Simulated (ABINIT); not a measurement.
# SiO2 (P3_221): G0W0 with ABINIT, start to end

Aim: the G0W0 gap of SiO2 (P3_221) on PBE, step by step.

Program: ABINIT 10.8.3. Level of theory: PBE and many-body steps on it, plane waves. Results are calculated unless marked as measured.

## (1) The starting structure

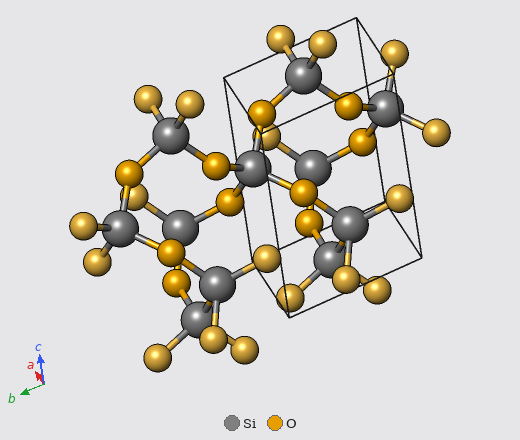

Start, viewed from a free direction; silicon grey, oxygen orange. 1×2×1 cells are drawn. Some periodic images of atoms are drawn too.

The cell and positions come from the Crystallography Open Database and are kept as given unless a step says otherwise.

## (2) Ground state

This step: ABINIT 10.8.3; DFT, PBE, plane waves, norm-conserving pseudopotentials.

The ground-state density comes first.

Input file run.abi:

```
acell 3*1.0 Angstrom
rprim 
  4.916359999971 0.000000000007 0.000000000000
  -2.458179999991 4.257692654122 0.000000000000
  0.000000000000 0.000000000000 5.408400000000
ntypat 2
znucl 14 8
natom 9
typat 1 1 1 2 2 2 2 2 2
xred 
  0.469730000000 0.000000000000 0.666666666667
  0.000000000000 0.469730000000 0.333333333333
  0.530270000000 0.530270000000 -0.000000000000
  0.413540000000 0.267580000000 0.785580000000
  0.732420000000 0.145960000000 0.452246666667
  0.854040000000 0.586460000000 0.118913333333
  0.267580000000 0.413540000000 0.214420000000
  0.145960000000 0.732420000000 0.547753333333
  0.586460000000 0.854040000000 0.881086666667
pp_dirpath "pseudos"
pseudos "Si.upf, O.upf"
ecut 36
ngkpt 6 6 4
nshiftk 1
shiftk 0 0 0
kptopt 1
chksymbreak 0
nband 32
occopt 1
tolvrs 1e-10
nstep 60
prtwf 0
optforces 0
optstress 0
indata_prefix "in"
outdata_prefix "out"
tmpdata_prefix "tmp"
```

Run with:

```sh
OMP_NUM_THREADS=1 mpirun -n 4 abinit run.abi > log
```

Numbers of over 12 decimals in the logs are rounded to 6 here.

The program printed:

```text
.Version 10.8.3 of ABINIT. v10.8.2 released Aug 2026.

 Symmetries : space group P3_2 2 1 (#154); Bravais hP (primitive hexag.)
================================================================================
 Values of the parameters that define the memory need of the present run
     intxc =       0    ionmov =       0      iscf =       7    lmnmax =       6
     lnmax =       6     mgfft =      60  mpssoang =       3    mqgrid =    3001
     natom =       9  nloc_mem =       1    nspden =       1   nspinor =       1
    nsppol =       1      nsym =       6    n1xccc =    2501    ntypat =       2
    occopt =       1   xclevel =       2
-    mband =          32        mffmem =           1         mkmem =           6
       mpw =        7924          nfft =      174960          nkpt =          24
================================================================================
  Rough estimation (10% accuracy) of disk space for files :
================================================================================

--------------------------------------------------------------------------------
------------- Echo of variables that govern the present computation ------------
--------------------------------------------------------------------------------
 -outvars: echo values of preprocessed input variables --------
            acell      1.8897261259E+00  1.8897261259E+00  1.8897261259E+00 Bohr

      chksymbreak           0
             ecut      3.60000000E+01 Hartree
-          fftalg         312

              ixc     -101130
              kpt      0.00000000E+00  0.00000000E+00  0.00000000E+00
                       1.66666667E-01  0.00000000E+00  0.00000000E+00
                       3.33333333E-01  0.00000000E+00  0.00000000E+00
                       5.00000000E-01  0.00000000E+00  0.00000000E+00
                       1.66666667E-01  1.66666667E-01  0.00000000E+00
                       3.33333333E-01  1.66666667E-01  0.00000000E+00
                       3.33333333E-01  3.33333333E-01  0.00000000E+00
                       0.00000000E+00  0.00000000E+00  2.50000000E-01
                       1.66666667E-01  0.00000000E+00  2.50000000E-01
   [... 13 further rows ...]
                       3.33333333E-01  1.66666667E-01  5.00000000E-01
                       3.33333333E-01  3.33333333E-01  5.00000000E-01
         kptrlatt        6    0    0      0    6    0      0    0    4
          kptrlen      4.08815791E+01
P           mkmem           6
            natom           9
            nband          32
            ngfft          54      54      60
             nkpt          24
            nstep          60
             nsym           6
           ntypat           2
              occ      2.000000  2.000000  2.000000  2.000000  2.000000  2.000000
                       2.000000  2.000000  2.000000  2.000000  2.000000  2.000000
                       2.000000  2.000000  2.000000  2.000000  2.000000  2.000000
                       2.000000  2.000000  2.000000  2.000000  2.000000  2.000000
                       0.000000  0.000000  0.000000  0.000000  0.000000  0.000000
                       0.000000  0.000000
        optforces           0
        optstress           0
            prtwf           0
            rprim      4.9163600000E+00  7.0000000000E-12  0.0000000000E+00
[...]
spgroup         154

           tolvrs      1.00000000E-10

             xred      4.6973000000E-01  7.4014868308E-17  6.6666666667E-01
[...]
znucl       14.00000    8.00000

================================================================================

 chkinp: Checking input parameters for consistency.

================================================================================
== DATASET  1 ==================================================================
-   mpi_nproc: 4, omp_nthreads: 1 (-1 if OMP is not activated)

--- !DatasetInfo
iteration_state: {dtset: 1, }
dimensions: {natom: 9, nkpt: 24, mband: 32, nsppol: 1, nspinor: 1, nspden: 1, mpw: 7924, }
cutoff_energies: {ecut:  36.0, pawecutdg:  -1.0, }
electrons: {nelect:   4.80000000E+01, charge:   0.00000000E+00, occopt:   1.00000000E+00, tsmear:   1.00000000E-02, }

 Real(R)+Recip(G) space primitive vectors, cartesian coordinates (Bohr,Bohr^-1):
 R(1)=  9.2905739  0.0000000  0.0000000  G(1)=  0.1076360  0.0621437  0.0000000
 R(2)= -4.6452870  8.0458730  0.0000000  G(2)=  0.0000000  0.1242873  0.0000000
 R(3)=  0.0000000  0.0000000 10.2203948  G(3)=  0.0000000  0.0000000  0.0978436
 Unit cell volume ucvol=  7.6398247E+02 bohr^3
 Angles (23,13,12)=  9.00000000E+01  9.00000000E+01  1.20000000E+02 degrees

 getcut: wavevector=  0.0000  0.0000  0.0000  ngfft=  54  54  60
         ecut(hartree)=     36.000   => boxcut(ratio)=   2.15246

--- Pseudopotential description ------------------------------------------------
- Si Generated using ONCVPSP code by D. R. Hamann
- 14.00000   4.00000  171031                  znucl, zion, pspdat
12 -101130 2 -1 1510                          pspcod,pspxc,lmax,lloc,mmax
     nproj     2     2     2
  pspatm : epsatm=    9.34321561
         --- l  ekb(1:nproj) -->
[...]
pspatm: atomic psp has been read  and splines computed

- O Generated using ONCVPSP code by D. R. Hamann
-  8.00000   6.00000  171031                  znucl, zion, pspdat
12 -101130 2 -1 936                           pspcod,pspxc,lmax,lloc,mmax
     nproj     2     2     1
  pspatm : epsatm=    6.19545534
         --- l  ekb(1:nproj) -->
[...]
2   -1.331955
 pspatm: atomic psp has been read  and splines computed

   3.12971419E+03                                ecore*ucvol(ha*bohr**3)
--------------------------------------------------------------------------------

_setup2: Arith. and geom. avg. npw (full set) are    7883.438    7883.429

================================================================================

--- !BeginCycle
iteration_state: {dtset: 1, }
solver: {iscf: 7, nstep: 60, nline: 4, wfoptalg: 0, }
tolerances: {tolvrs: 1.00E-10, }

     iter   Etot(hartree)      deltaE(h)  residm     vres2
 ETOT  1  -111.70775996248    -1.117E+02 1.053E-01 1.562E+03
 ETOT  2  -111.87247782886    -1.647E-01 7.683E-03 1.280E+03
 ETOT  3  -112.35303658518    -4.806E-01 7.466E-03 5.565E+00
 ETOT  4  -112.35540970170    -2.373E-03 3.071E-03 5.078E-02
 ETOT  5  -112.35541686125    -7.160E-06 1.219E-03 3.013E-03
 ETOT  6  -112.35541705551    -1.943E-07 1.601E-03 1.820E-04
 ETOT  7  -112.35541706561    -1.009E-08 4.287E-04 2.316E-05
 ETOT  8  -112.35541706673    -1.123E-09 8.295E-04 1.619E-06
 ETOT  9  -112.35541706681    -8.100E-11 2.394E-04 5.134E-08
 ETOT 10  -112.35541706681    -2.217E-12 3.597E-04 2.169E-09
 ETOT 11  -112.35541706681     2.984E-12 1.083E-04 8.834E-11

 At SCF step   11       vres2   =  8.83E-11 < tolvrs=  1.00E-10 =>converged.

--- !ResultsGS
iteration_state: {dtset: 1, }
comment   : Summary of ground state results
lattice_vectors:
- [  9.2905739,   0.0000000,   0.0000000, ]
- [ -4.6452870,   8.0458730,   0.0000000, ]
- [  0.0000000,   0.0000000,  10.2203948, ]
lattice_lengths: [   9.29057,    9.29057,   10.22039, ]
lattice_angles: [ 90.000,  90.000, 120.000, ] # degrees, (23, 13, 12)
lattice_volume:   7.6398247E+02
convergence: {deltae:  2.984E-12, res2:  8.834E-11, residm:  1.083E-04, diffor:  0.000E+00, }
etotal    :  -1.12355417E+02
entropy   :   0.00000000E+00
fermie    :   7.22210299E-03
cartesian_stress_tensor: null
pressure_GPa: null
xred      :
- [  4.6973E-01,   7.4015E-17,   6.6667E-01, Si]
- [  1.6639E-18,   4.6973E-01,   3.3333E-01, Si]
- [  5.3027E-01,   5.3027E-01,   9.2519E-18, Si]
- [  4.1354E-01,   2.6758E-01,   7.8558E-01,  O]
- [  7.3242E-01,   1.4596E-01,   4.5225E-01,  O]
- [  8.5404E-01,   5.8646E-01,   1.1891E-01,  O]
- [  2.6758E-01,   4.1354E-01,   2.1442E-01,  O]
- [  1.4596E-01,   7.3242E-01,   5.4775E-01,  O]
- [  5.8646E-01,   8.5404E-01,   8.8109E-01,  O]
cartesian_forces: null
force_length_stats: {min: null, max: null, mean: null, }

 Integrated electronic density in atomic spheres:
 ------------------------------------------------
 Atom  Sphere_radius  Integrated_density
[...]
================================================================================

 ----iterations are completed or convergence reached----

 Mean square residual over all n,k,spin=   71.552E-08; max=  10.826E-05
 reduced coordinates (array xred) for    9 atoms
[...]
0.732420000000      0.145960000000      0.452246666667
       0.854040000000      0.586460000000      0.118913333333
       0.267580000000      0.413540000000      0.214420000000
       0.145960000000      0.732420000000      0.547753333333
       0.586460000000      0.854040000000      0.881086666667
 rms dE/dt=  0.0000E+00; max dE/dt=  0.0000E+00; dE/dt below (all hartree)
    1       0.000000000000      0.000000000000      0.000000000000
    2       0.000000000000      0.000000000000      0.000000000000
    3       0.000000000000      0.000000000000      0.000000000000
    4       0.000000000000      0.000000000000      0.000000000000
    5       0.000000000000      0.000000000000      0.000000000000
    6       0.000000000000      0.000000000000      0.000000000000
    7       0.000000000000      0.000000000000      0.000000000000
    8       0.000000000000      0.000000000000      0.000000000000
    9       0.000000000000      0.000000000000      0.000000000000

 cartesian coordinates (angstrom) at end:
    1      2.309362     3.29e-12     3.605600
[...]
5      3.242044     0.621453     2.445931
    6      2.757144     2.496966     0.643131
    7      0.298964     1.760726     1.159669
    8     -1.082828     3.118419     2.962469
    9      0.783864     3.636240     4.765269
 length scales=  1.889726125908  1.889726125908  1.889726125908 bohr
              =  1.000000000000  1.000000000000  1.000000000000 angstroms
 prteigrs : about to open file out_EIG
 Fermi (or HOMO) energy (hartree) =   0.00722   Average Vxc (hartree)=  -0.33657
 Eigenvalues (hartree) for nkpt=  24  k points:
 kpt#   1, nband= 32, wtk=  0.00694, kpt=  0.0000  0.0000  0.0000 (reduced coord)
  -0.70406   -0.64788   -0.64788   -0.62422   -0.62303   -0.62303   -0.29529   -0.29529
  -0.19193   -0.19157   -0.18494   -0.18494   -0.10033   -0.10033   -0.09177   -0.08242
  -0.04761   -0.04761   -0.04668   -0.02946   -0.02946   -0.01788   -0.00436   -0.00436
   0.22885    0.35003    0.35003    0.36678    0.36678    0.41224    0.43553    0.45741
 prteigrs : prtvol=0 or 1, do not print more k-points.

--- !EnergyTerms
iteration_state     : {dtset: 1, }
comment             : Components of total free energy in Hartree
kinetic             :  7.35478190632645E+01
hartree             :  3.87035673064576E+01
xc                  : -3.03774863934743E+01
Ewald energy        : -6.94671569356594E+01
psp_core            :  4.09657855812079E+00
local_psp           : -1.13976247789052E+02
non_local_psp       : -1.48824908764666E+01
total_energy        : -1.12355417066810E+02
total_energy_eV     : -3.05734665063324E+03
band_energy         : -1.16529758247706E+01

== END DATASET(S) ==============================================================
================================================================================

 -outvars: echo values of variables after computation  --------
           etotal     -1.1235541707E+02
            nband          32
             nkpt          24
          spgroup         154
 [... the other variables as echoed above ...]

 Calculation completed.
```

Run time: 80 s. Hardware: 4 MPI ranks of Arm Neoverse V1, shared host; peak memory 0.48 GiB; 5.3 min of CPU time.

This step gave:

```yaml
total_energy: -3057.3467 eV
gap: 6.031 eV
k_of_the_valence_top: 0.3333, 0.3333, 0
k_of_the_conduction_bottom: 0, 0, 0
least_direct_gap: 6.346 eV
```

The gap is indirect, with the least direct gap 0.32 eV higher.

[end of part 1 of 3]

[Paths, hosts, dates, memory and timing lines, banners, echoed tables and standing remarks are left out of the program output.]

[Logs are printed without paths, hosts, clocks, repeated set-up lines and the standing remarks that a program may print on its own settings, such as how far it seeks lower states.]

[Runs of the session that timed out or met a known fault of the program may be left out.]

[Hosts, paths, dates, database ids (printed as entryN), source tags and the programs' standing remarks are cut or masked in the printed files.]

[G0W0 gaps are taken among the corrected bands and points alone; a level outside them can change the order at an edge.]

[Where Ansatz stands beside ABINIT at settings called matched, ABINIT's density can come from a denser mesh and the files from another edition; pairs whose starting gaps differed by over 0.03 eV were left out, so agreement reads better than it is.]
